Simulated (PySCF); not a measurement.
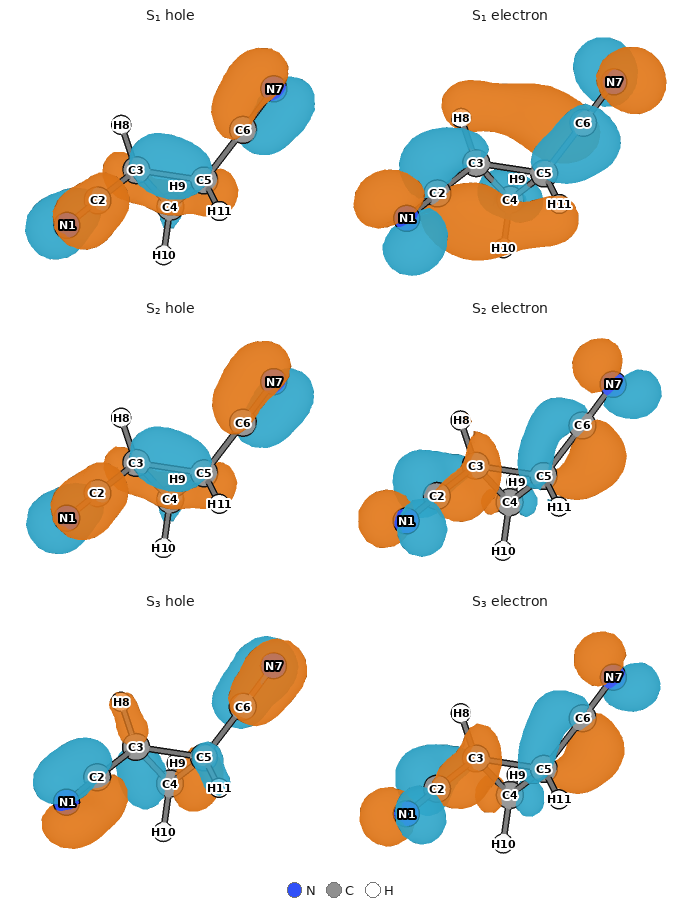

C5H4N2, SMILES `N#C[CH]1C[CH]1C#N`. Leading natural transition orbitals (full linear response singlet states).

Computed with PySCF, B3LYP/def2-SVP, geometry: GFN2-xTB. No frequency check shows the geometry to be a minimum. Without diffuse functions Rydberg states are missing, so the states' numbers hold for this basis only.

Coordinates in Å:

```
N1      -2.8889    0.6550    0.1697
C2      -1.8434    0.3228   -0.1548
C3      -0.5402   -0.0962   -0.5373
C4      -0.0001   -1.3914    0.0001
C5       0.5403   -0.0964    0.5371
C6       1.8435    0.3227    0.1548
N7       2.8889    0.6550   -0.1696
H8      -0.2534    0.2067   -1.5381
H9       0.6318   -1.9760   -0.6526
H10     -0.6318   -1.9762    0.6519
H11      0.2534    0.2061    1.5381
```

Q: Describe these excited states.

A: By state:
- S₁: 7.14 eV (174 nm), f = 0.000 (dark), partly diffuse acceptor orbital, which a basis without diffuse functions describes poorly; the leading pair carries 62 %; hole on N1 and N7 (22 % each), C2 and C6 (13 % each) and C3 and C5 (9 % each), electron on N1 and N7 (19 % each), C2 and C6 (16 % each) and C3 and C5 (8 % each) (atom shares of so diffuse an orbital are rough) (shares are of the whole state, not of the leading pair alone); their centroids lie 0.0 Å apart.
- S₂: 7.26 eV (171 nm), f = 0.065, partly diffuse acceptor orbital, which a basis without diffuse functions describes poorly; the leading pair carries 67 %; hole on N1 and N7 (22 % each), C2 and C6 (12 % each) and C3 and C5 (9 % each), electron on N1 and N7 (19 % each), C2 and C6 (16 % each) and C3 and C5 (9 % each) (atom shares of so diffuse an orbital are rough) (shares are of the whole state, not of the leading pair alone); their centroids lie 0.0 Å apart.
- S₃: 7.40 eV (168 nm), f = 0.018, partly diffuse acceptor orbital, which a basis without diffuse functions describes poorly; the leading pair carries 63 %; hole on N1 and N7 (22 % each), C2 and C6 (13 % each) and C4 (9 %), electron on N1 and N7 (18 % each), C2 and C6 (16 % each) and C3 and C5 (10 % each) (atom shares of so diffuse an orbital are rough) (shares are of the whole state, not of the leading pair alone); their centroids lie 0.0 Å apart.
